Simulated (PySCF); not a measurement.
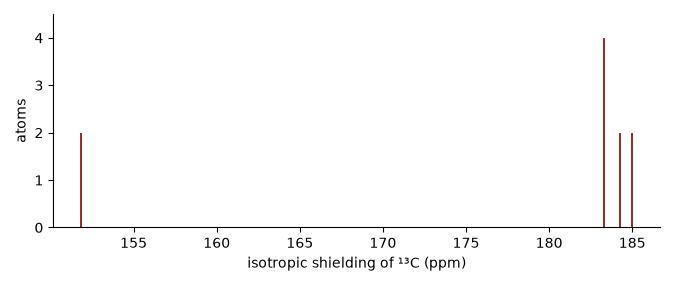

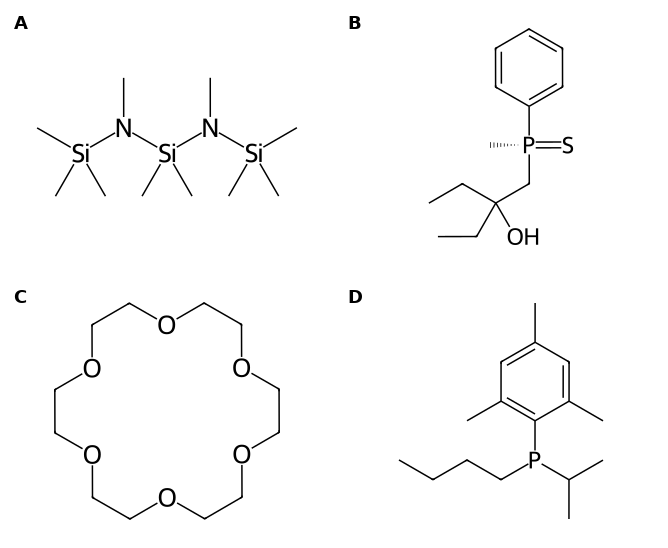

The sticks are computed shieldings of one of the molecules, for one fixed geometry (GFN2-xTB) without averaging over rotations. Low shielding means a high chemical shift. Method: GIAO KT3/pcSseg-1 NMR shielding, non-relativistic, gas phase (PySCF 2.14.0).

Which molecule gives this pattern?

Answer. A, `CN([Si](C)(C)C)[Si](C)(C)N(C)[Si](C)(C)C`. Its 10 C atoms give lines at 151.8 (2 atoms), 183.3 (4 atoms), 184.3 (2 atoms), 185.0 (2 atoms) ppm.

The geometry is semi-empirical. Around P, Si such bond lengths and angles can be off by a tenth of an ångström or more and by several degrees, and values that hang on the shape move with them.
